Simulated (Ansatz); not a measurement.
# Lattice dynamics of CuS (Fm-3m)

Task: relax CuS (Fm-3m), then find its harmonic phonons.

Main program and level: Ansatz 0.2.0; DFT PBEsol, scalar-relativistic, plane waves, norm-conserving pseudopotentials.

## 1. The structure

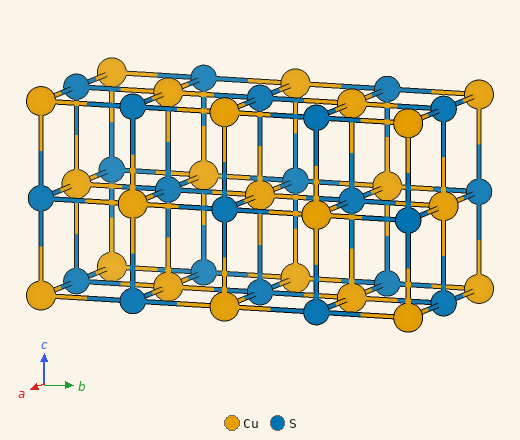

Start, viewed slightly off an axis; copper orange, sulfur blue. 1×2×1 cells are drawn. This picture shows the conventional cell, with its axes. Some periodic images of atoms are drawn too.

## 2. Bringing the structure to rest

The cell and atoms are relaxed, since residual forces and stress would shift the frequencies.

input.yaml reads:

```yaml
crystal:
  lattice:
    - [0.0, 2.439903, 2.439903]
    - [2.439903, 0.0, 2.439903]
    - [2.439903, 2.439903, 0.0]
  atoms:
    - { symbol: Cu, position: [0.0, 0.0, 0.0] }
    - { symbol: S, position: [0.5, 0.5, 0.5] }
kpoints:
  mp_grid: { grid: [14, 14, 14] }
hamiltonian:
  xc: pbesol
  pseudopotentials: { kind: nc }
scf:
  occupations: { method: gaussian, width: 0.1 }
output:
  forces: true
  stress: true
  eigenvalues: true
  write_density: true
  write_potential: true
  elf: true
  volumetric_format: npy
relax:
  adjacent_minimum: "off"
  f_tol: 0.005
  max_steps: 80
  cell: { stress_tol: 0.05 }
```

On the command line:

```
$ ansatz run input.yaml --threads 4 --pin off --max-ram 7168MiB --backend cpu --events-out ev --progress --plain --runs-dir out
```

Numbers of over 12 decimals in the logs are rounded to 6 here.

What it wrote:

```text
Engine: ansatz 0.2.0, aarch64-unknown-linux-gnu
Pseudopotentials: kind: nc
Pseudopotential: Cu, nc, valence charge 19, recommended cutoff 1251.723767 eV (normal), Cu.nc.azcp (PseudoDojo's, or run here from an input of PseudoDojo's: the run reads no file of this project's for it)
Pseudopotential: S, nc, valence charge 6, recommended cutoff 707.496042 eV (normal), S.nc.azcp (PseudoDojo's, or run here from an input of PseudoDojo's: the run reads no file of this project's for it)
Functional definition: PBEsol
  exchange = pbesol_x
  correlation = pbesol_c
Crystal: 2 atoms, lattice volume = 29.050 Å³
Basis set: ecut = 1251.723767 eV, 2891 PW (Γ), exchange–correlation on 80×80×80 points (8 copies of the dense FFT grid, shifted against one another)
Bands: 17, of which v1, the nominal top of the filled ones, is band 13 counted from 1 (12 counted from 0)
Symmetry: 48 space group operations
Space group: Fm-3m (ITA 225), of the structure as read, at distance tolerance 3.1e-5 Å
k-points: 104 of 2744
Non-local potential: Cu, projectors of the file, l = 0: 2, l = 1: 2, l = 2: 2
Non-local potential: S, projectors of the file, l = 0: 2, l = 1: 2, l = 2: 2
Initial density: superposition of atomic densities (chi_scale 0.1, normalization cell, long waves kept (reshape's long-wave potential 0.00 eV rms))
Initial wavefunctions: pseudopotential atomic-orbital guess
Functional: x = pbesol(κ = 0.804, μ = 0.123457), c = pbesol(β = 0.046)
SCF iter   1: F=—  HF=-5455.746137 eV  |F-HF|=—  |Δ(HF+E_count)|=         —  Δρ=8.03e-2  dr2=1.31e0  ethr=3.10e-3  ⟨swp⟩=6.0  Hψ=10077  notcnv=0
preconditioner: auto → Kerker (q_TF=auto, 2.661 Å⁻¹)  [metal: Δε(μ)=0.027 eV  Ē_g=10.477 eV  σ=0.100 eV  W_gap=0.15  n_scr=14 (ndim 8)  ℏωp=28.4 eV  f_vac=0.000  D(μ)=1.17/eV (n_scr^D=14)]
SCF iter   2: F=—  HF=-5455.513824 eV  |F-HF|=—  |Δ(HF+E_count)|=   2.32e-1  Δρ=3.69e-2  dr2=1.14e-1  ethr=3.10e-3  ⟨swp⟩=2.5  Hψ=3558  notcnv=0  defer=23
SCF iter   3: F=—  HF=-5455.491334 eV  |F-HF|=—  |Δ(HF+E_count)|=   2.25e-2  Δρ=1.54e-2  dr2=2.51e-2  ethr=4.57e-4  ⟨swp⟩=2.5  Hψ=3713  notcnv=0  defer=23
SCF iter   4: F=—  HF=-5455.485931 eV  |F-HF|=—  |Δ(HF+E_count)|=   5.40e-3  Δρ=3.37e-3  dr2=1.60e-3  ethr=1.00e-4  ⟨swp⟩=1.1  Hψ=1879  notcnv=0  defer=23
SCF iter   5: F=—  HF=-5455.485636 eV  |F-HF|=—  |Δ(HF+E_count)|=   2.95e-4  Δρ=3.84e-4  dr2=2.39e-5  ethr=6.41e-6  ⟨swp⟩=1.2  Hψ=1961  notcnv=0  defer=23
SCF iter   6: F=—  HF=-5455.485639 eV  |F-HF|=—  |Δ(HF+E_count)|=   2.40e-6  Δρ=4.08e-5  dr2=2.54e-7  ethr=9.56e-8  ⟨swp⟩=2.9  Hψ=3170  notcnv=0  defer=23
SCF iter   7: F=-5455.485639 eV  HF=-5455.485639 eV  |F-HF|=3.90e-10  |Δ(HF+E_count)|=   1.13e-7  Δρ=8.30e-6  dr2=1.88e-8  ethr=4.00e-10  ⟨swp⟩=11.1  Hψ=12657  notcnv=0
SCF 1 converged in 7 iterations: F = -5455.485639 eV  dr2 = 1.88e-8
relax step   1: F+E_penalty+E_count = -5455.48563871 eV  Δ(F+E_penalty+E_count) = +0.000e0 eV  max|allowed force component| = 5.719e-30 eV/Å  Δτ_max = 0.0000 Å  P = -5.426 GPa  Ω = 29.050 Å³  (7 SCF iters, dr2 threshold 1.00e-7 eV, accepted)
Crystal: 2 atoms, lattice volume = 28.211 Å³
Basis set: ecut = 1251.723767 eV, 2741 PW (Γ), exchange–correlation on 80×80×80 points (8 copies of the dense FFT grid, shifted against one another)
Initial density: handed on by an earlier stage of this run
Initial wavefunctions: those handed on with the density
iter 1 solved again at ethr=1.51e-5 eV; its pass at ethr=3.10e-3 eV (dr2=3.79e-3 eV) is discarded
SCF iter   1: F=—  HF=-5455.507053 eV  |F-HF|=—  |Δ(HF+E_count)|=         —  Δρ=4.03e-3  dr2=4.32e-3  ethr=1.51e-5  ⟨swp⟩=1.0  Hψ=11300  notcnv=0
preconditioner: auto → Kerker (q_TF=auto, 2.674 Å⁻¹)  [metal: Δε(μ)=0.014 eV  Ē_g=11.090 eV  σ=0.100 eV  W_gap=0.08  n_scr=14 (ndim 8)  ℏωp=28.8 eV  f_vac=0.000  D(μ)=1.41/eV (n_scr^D=14)]
SCF iter   2: F=—  HF=-5455.506272 eV  |F-HF|=—  |Δ(HF+E_count)|=   7.81e-4  Δρ=1.79e-3  dr2=2.62e-4  ethr=1.51e-5  ⟨swp⟩=2.1  Hψ=2229  notcnv=0
SCF iter   3: F=—  HF=-5455.506222 eV  |F-HF|=—  |Δ(HF+E_count)|=   5.05e-5  Δρ=6.46e-4  dr2=5.78e-5  ethr=1.05e-6  ⟨swp⟩=2.4  Hψ=2682  notcnv=0
SCF iter   4: F=—  HF=-5455.506213 eV  |F-HF|=—  |Δ(HF+E_count)|=   8.49e-6  Δρ=1.60e-4  dr2=4.20e-6  ethr=2.31e-7  ⟨swp⟩=2.2  Hψ=2934  notcnv=0
SCF iter   5: F=-5455.506214 eV  HF=-5455.506214 eV  |F-HF|=2.65e-8  |Δ(HF+E_count)|=   6.05e-7  Δρ=3.34e-5  dr2=1.50e-7  ethr=8.00e-10  ⟨swp⟩=8.2  Hψ=12671  notcnv=0
SCF 2 converged in 5 iterations: F = -5455.506214 eV  dr2 = 1.50e-7
relax step   2: F+E_penalty+E_count = -5455.50621388 eV  Δ(F+E_penalty+E_count) = -2.058e-2 eV  max|allowed force component| = 1.709e-30 eV/Å  Δτ_max = 0.0000 Å  P = -2.299 GPa  Ω = 28.211 Å³  energy of the carried Pulay correction = +1.069e-4 eV  (5 SCF iters, dr2 threshold 2.00e-7 eV, accepted)
Crystal: 2 atoms, lattice volume = 27.624 Å³
Basis set: ecut = 1251.723767 eV, 2733 PW (Γ), exchange–correlation on 80×80×80 points (8 copies of the dense FFT grid, shifted against one another)
iter 1 solved again at ethr=8.42e-6 eV; its pass at ethr=3.10e-3 eV (dr2=2.11e-3 eV) is discarded
SCF iter   1: F=—  HF=-5455.510644 eV  |F-HF|=—  |Δ(HF+E_count)|=         —  Δρ=2.98e-3  dr2=2.34e-3  ethr=8.42e-6  ⟨swp⟩=1.0  Hψ=11189  notcnv=0
preconditioner: auto → Kerker (q_TF=auto, 2.683 Å⁻¹)  [metal: Δε(μ)=0.025 eV  Ē_g=11.236 eV  σ=0.100 eV  W_gap=0.14  n_scr=14 (ndim 8)  ℏωp=29.1 eV  f_vac=0.000  D(μ)=1.36/eV (n_scr^D=14)]
SCF iter   2: F=—  HF=-5455.510219 eV  |F-HF|=—  |Δ(HF+E_count)|=   4.25e-4  Δρ=1.34e-3  dr2=1.43e-4  ethr=8.42e-6  ⟨swp⟩=2.1  Hψ=2224  notcnv=0
SCF iter   3: F=—  HF=-5455.510192 eV  |F-HF|=—  |Δ(HF+E_count)|=   2.69e-5  Δρ=4.89e-4  dr2=3.40e-5  ethr=5.73e-7  ⟨swp⟩=2.6  Hψ=2866  notcnv=0
SCF iter   4: F=—  HF=-5455.510187 eV  |F-HF|=—  |Δ(HF+E_count)|=   4.37e-6  Δρ=1.40e-4  dr2=3.11e-6  ethr=1.36e-7  ⟨swp⟩=1.9  Hψ=2503  notcnv=0
SCF iter   5: F=-5455.510188 eV  HF=-5455.510188 eV  |F-HF|=3.50e-9  |Δ(HF+E_count)|=   2.47e-7  Δρ=2.37e-5  dr2=8.22e-8  ethr=8.00e-10  ⟨swp⟩=7.9  Hψ=12683  notcnv=0
SCF 3 converged in 5 iterations: F = -5455.510188 eV  dr2 = 8.22e-8
relax step   3: F+E_penalty+E_count = -5455.51018774 eV  Δ(F+E_penalty+E_count) = -3.974e-3 eV  max|allowed force component| = 4.618e-30 eV/Å  Δτ_max = 0.0000 Å  P = +0.221 GPa  Ω = 27.624 Å³  energy of the carried Pulay correction = +1.834e-4 eV  (5 SCF iters, dr2 threshold 2.00e-7 eV, accepted)
[...]
relax step   4: F+E_penalty+E_count = -5455.51021480 eV  Δ(F+E_penalty+E_count) = -2.705e-5 eV  max|allowed force component| = 5.654e-30 eV/Å  Δτ_max = 0.0000 Å  P = +0.002 GPa  Ω = 27.672 Å³  energy of the carried Pulay correction = +1.771e-4 eV  (4 SCF iters, dr2 threshold 1.22e-7 eV, accepted)
Initial wavefunctions: pseudopotential atomic-orbital guess (no wavefunctions were taken with the density)
iter 1 solved again at ethr=2.79e-7 eV; its pass at ethr=3.10e-3 eV (dr2=6.97e-5 eV) is discarded
SCF iter   1: F=—  HF=-5455.510134 eV  |F-HF|=—  |Δ(HF+E_count)|=         —  Δρ=6.28e-5  dr2=6.10e-8  ethr=2.79e-7  ⟨swp⟩=3.2  Hψ=14987  notcnv=0
eigensolver tolerance schedule: the retry pair's looser diagonalisation over-reported the residual by 1141.44 of it (diagonalisation noise at 0.11 of the residual, at the tolerance the schedule requests for it); recorded, not acted on — ethr = c·dr2/N_el stays at c = 1.0e-1
preconditioner: auto → Kerker (q_TF=auto, 2.683 Å⁻¹)  [metal: Δε(μ)=0.020 eV  Ē_g=11.243 eV  σ=0.100 eV  W_gap=0.11  n_scr=14 (ndim 8)  ℏωp=29.1 eV  f_vac=0.000  D(μ)=1.35/eV (n_scr^D=14)]
SCF iter   2: F=—  HF=-5455.510135 eV  |F-HF|=—  |Δ(HF+E_count)|=   6.54e-7  Δρ=3.13e-5  dr2=1.57e-8  ethr=2.44e-10  ⟨swp⟩=2.3  Hψ=3087  notcnv=0
SCF iter   3: F=—  HF=-5455.510135 eV  |F-HF|=—  |Δ(HF+E_count)|=  7.37e-11  Δρ=6.88e-6  dr2=6.89e-9  ethr=6.30e-11  ⟨swp⟩=2.0  Hψ=2939  notcnv=0
SCF iter   4: F=—  HF=-5455.510135 eV  |F-HF|=—  |Δ(HF+E_count)|=   1.37e-9  Δρ=1.81e-6  dr2=2.46e-10  ethr=2.76e-11  ⟨swp⟩=2.3  Hψ=2301  notcnv=0
SCF iter   5: F=—  HF=-5455.510135 eV  |F-HF|=—  |Δ(HF+E_count)|=  8.00e-11  Δρ=1.90e-6  dr2=4.22e-10  ethr=1.00e-12  ⟨swp⟩=2.0  Hψ=3066  notcnv=0
SCF iter   6: F=-5455.510135 eV  HF=-5455.510135 eV  |F-HF|=9.09e-12  |Δ(HF+E_count)|=  1.04e-10  Δρ=3.61e-7  dr2=1.11e-11  ethr=1.00e-12  ⟨swp⟩=4.8  Hψ=8871  notcnv=0
SCF 5 converged in 6 iterations: F = -5455.510135 eV  dr2 = 1.11e-11
relax step   5: F+E_penalty+E_count = -5455.51013499 eV  Δ(F+E_penalty+E_count) = +7.980e-5 eV  max|allowed force component| = 4.569e-30 eV/Å  Δτ_max = 0.0000 Å  P = -0.015 GPa  Ω = 27.672 Å³  stress off target by 1.51e-2 GPa  SCF on the basis re-selected at this cell (its energy is not comparable with the rows above)  (6 SCF iters)
basis re-selected at this cell: Δ(F+E_penalty+E_count) = +7.980e-5 eV, ΔP = -0.017 GPa vs the last step (what re-selecting the basis moved, of the pressure what is left beyond the Pulay correction that the steps carried, after the strain that the cell walked since its last selection, with what the two solves' SCF thresholds leave and, on support functions, any second-order correction that the steps lacked; it is no m [...]
SCF converged after 6 iterations
Free energy (F): -5455.510135 eV
Harris-Foulkes:  -5455.510135 eV  (|F-HF|=9.09e-12)
Internal energy: -5455.503369 eV  (E = F + TS)
E sigma→0 (E₀):  -5455.506752 eV
Entropy (-TS):   -0.006766 eV (-3.383 meV/atom)
Fermi energy:    12.533449 eV
--- Per-component energies (eV) ---
  E_band       = -406.709121
  E_kinetic    = 2475.421870
  E_local      = -5210.940679  (includes V_loc(G=0)·N_el)
  E_nonlocal   = -870.553773
  E_hartree    = 1967.749506
  E_xc         = -715.182213
  E_vxc        = -736.135800  (∫ρ·V_xc dr)
  E_ewald      = -3101.998080
  E_smearing   = -0.006766  (= −TS)
  E_closure    = -0.000000  (closes the sum)
  Σ components = -5455.510135   (vs F -5455.510135, Δ=0.00e0)
--- Forces (eV/Å), atoms counted from 1 ---
  atom   1  Cu    -0.00000000     0.00000000     0.00000000
  atom   2  S      0.00000000    -0.00000000     0.00000000
  max |Σ_I F_I| component: 6.25e-30 eV/Å
--- Stress (GPa, compression-positive) ---
       -0.015133      -0.000000      -0.000000
       -0.000000      -0.015133      -0.000000
       -0.000000      -0.000000      -0.015133
  P = ⅓ Tr σ = -0.0151 GPa (-0.151 kbar)
--- Band table (eV; the first three rows and the last of 104) ---
  k-point 0: bands = [... 9 lower, 9.4555, 11.6630, 11.6630, 11.6630, 16.5860, 22.1055, 22.1055, 22.1055]
  k-point 1: bands = [... 9 lower, 9.4711, 11.3053, 11.8025, 11.8025, 16.9744, 21.6709, 22.1331, 22.1331]
  k-point 2: bands = [... 9 lower, 9.5344, 10.6772, 12.1404, 12.1404, 17.7181, 21.0410, 21.9558, 21.9558]
  k-point 103: bands = [... 9 lower, 10.1431, 10.1705, 10.3179, 10.4709, 17.3471, 20.5779, 21.0250, 22.0372]
--- Relaxed structure (4 steps of the walk, 4 accepted, 1 SCFs on fresh bases) ---
  F+E_penalty+E_count = -5455.51013499 eV   max|allowed force component| = 4.569e-30 eV/Å   (the final SCF, on the basis selected at the relaxed cell)
  cell:  # Å, volume = 27.6721 Å³
    - [0, 2.400696, 2.400696]
    - [2.400696, 0, 2.400696]
    - [2.400696, 2.400696, 0]
  atoms:
    - { symbol: Cu, position: [0, 0, 0] }
    - { symbol: S, position: [0.5, 0.5, 0.5] }
```

Elapsed: 32 s, on 4 threads of Arm Neoverse N1, shared host; peak memory 0.5 GiB.

Relaxation path:

| step | energy less that of the first step (eV) | largest force component (eV/Å) | pressure (GPa) | volume (Å³) |
| --- | --- | --- | --- | --- |
| 1 | 0.0000 | 0.0000 | -5.43 | 29.05 |
| 2 | -0.0206 | 0.0000 | -2.30 | 28.21 |
| 3 | -0.0245 | 0.0000 | 0.22 | 27.62 |
| 4 | -0.0246 | 0.0000 | 0.00 | 27.67 |
| 5* | -0.0245 | 0.0000 | -0.02 | 27.67 |

Relaxation steps marked * repeat the geometry before them on a plane-wave basis chosen anew for their cell, so energy and pressure can jump there.

Forces are held to the 48 operations that the run works with; a distortion that breaks them can't arise in this run.

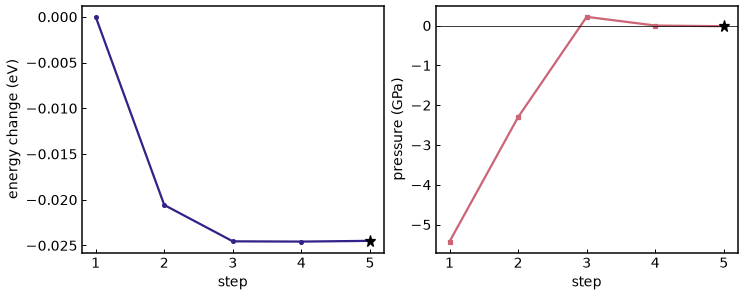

Energy and pressure along the relaxation. Stars mark steps on a basis chosen anew.

| conventional cell, symmetrised | before | after | change |
| --- | --- | --- | --- |
| a (Å) | 4.880 | 4.801 | -1.6 % |
| b (Å) | 4.880 | 4.801 | -1.6 % |
| c (Å) | 4.880 | 4.801 | -1.6 % |
| volume (Å³/atom) | 14.53 | 13.84 | -4.7 % |

Final coordinates:

```xyz
2
Lattice="0.0000 2.4007 2.4007 2.4007 0.0000 2.4007 2.4007 2.4007 0.0000" Properties=species:S:1:pos:R:3 pbc="T T T"
Cu    0.0000    0.0000    0.0000
S     2.4007    2.4007    2.4007
```

This step gave:

```
pressure          : -0.01513 GPa
volume per atom   : 13.84 Å³
gap on the k-mesh : 0 eV
```

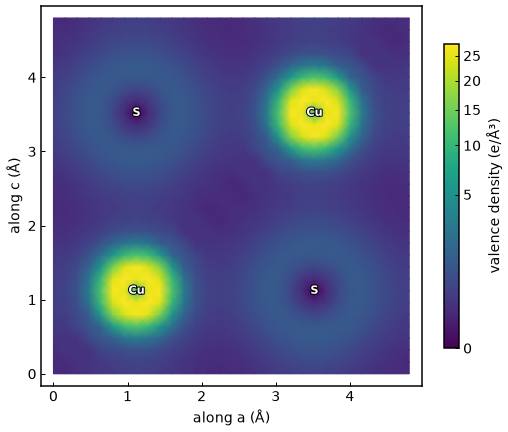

Valence density in the ac plane of the conventional cell at fractional y = 0.000, with atoms of Cu and S within 0.2 Å of it. It is the smooth field of the valence electrons, not physical close to the nuclei. The map starts off the cell's origin, so that atoms lie inside it. The colour scale is stretched toward low values.

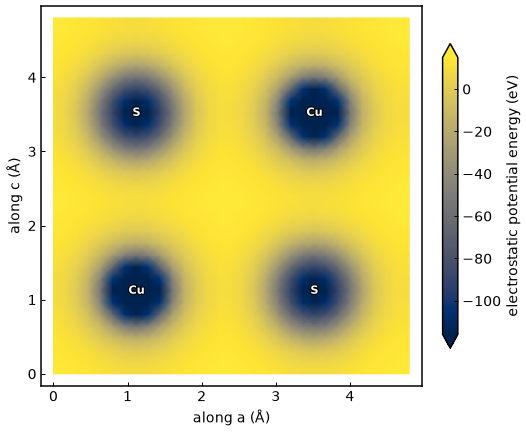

Electrostatic potential energy in the ac plane of the conventional cell at fractional y = 0.000, with atoms of Cu and S within 0.2 Å of it. With pseudopotentials it is smooth inside the atoms' cores, unlike the true potential. The map starts off the cell's origin, so that atoms lie inside it.

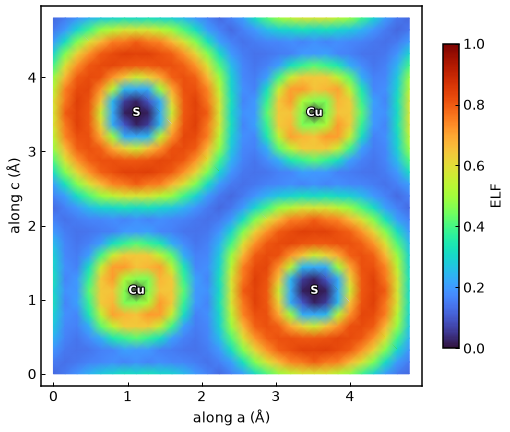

ELF in the ac plane of the conventional cell at fractional y = 0.000, with atoms of Cu and S within 0.2 Å of it. It is the smooth field of the valence electrons, not physical close to the nuclei. The map starts off the cell's origin, so that atoms lie inside it.

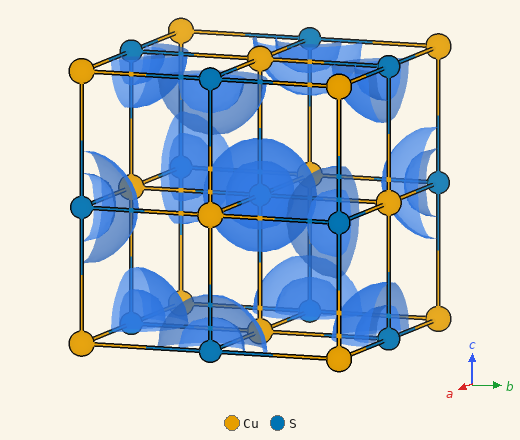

Surface of ELF = 0.76.

In this step the volume went from 14.53 to 13.84 Å³/atom.

## 3. Relaxing to small forces for the phonons

Phonons need a cell at rest on their own settings, so the relaxation is repeated with tight tolerances on forces and stress, using the mesh and the filling of the phonon run that follows.

input.yaml reads:

```yaml
crystal:
  lattice:
    - [0.0, 2.4006959679, 2.4006959679]
    - [2.4006959679, 0.0, 2.4006959679]
    - [2.4006959679, 2.4006959679, 0.0]
  atoms:
    - { symbol: Cu, position: [0.0, 0.0, 0.0] }
    - { symbol: S, position: [0.5, 0.5, 0.5] }
kpoints:
  mp_grid: { grid: [16, 16, 16] }
hamiltonian:
  xc: pbesol
  pseudopotentials: { kind: nc }
scf:
  occupations: { method: methfessel_paxton, width: 0.15 }
output:
  forces: true
  stress: true
  eigenvalues: true
relax:
  adjacent_minimum: "off"
  f_tol: 0.001
  max_steps: 60
  cell: { stress_tol: 0.01 }
```

What it wrote:

```text
[...]
Crystal: 2 atoms, lattice volume = 27.672 Å³
Basis set: ecut = 1251.723767 eV, 2733 PW (Γ), exchange–correlation on 80×80×80 points (8 copies of the dense FFT grid, shifted against one another)
Bands: 17, of which v1, the nominal top of the filled ones, is band 13 counted from 1 (12 counted from 0)
Symmetry: 48 space group operations
[...]
k-points: 145 of 4096
[...]
k-point 144: bands = [... 9 lower, 10.1791, 10.1791, 10.3425, 10.4770, 17.7504, 20.5946, 21.2845, 21.2845]
--- Relaxed structure (3 steps of the walk, 3 accepted, 1 SCFs on fresh bases) ---
[...]
cell:  # Å, volume = 27.6576 Å³
    - [0, 2.400278, 2.400278]
    - [2.400278, 0, 2.400278]
    - [2.400278, 2.400278, 0]
  atoms:
    - { symbol: Cu, position: [0, 0, 0] }
    - { symbol: S, position: [0.5, 0.5, 0.5] }
[key lines of the parts left out:]
SCF converged after 7 iterations
Free energy (F): -5455.514981 eV
Fermi energy:    12.521049 eV
P = ⅓ Tr σ = -0.0000 GPa (-0.000 kbar)
```

It took 27 s on 4 threads; peak memory 0.54 GiB.

Little changed from the start: no atom moved by 0.005 Å and no cell edge by 0.1 %.

This step gave:

* pressure: -3.55e-5 GPa
* volume per atom: 13.83 Å³

The forces vanish by symmetry and the pressure is 0.000 GPa, within the tolerances set. The cell now holds 13.83 Å³/atom.

(Part 1 of 2 ends here.)

[Logs are printed without paths, hosts, clocks, repeated set-up lines and the standing remarks that a program may print on its own settings, such as how far it seeks lower states.]

[Hosts, paths, dates, database ids (printed as entryN), source tags and the programs' standing remarks are cut or masked in the printed files.]
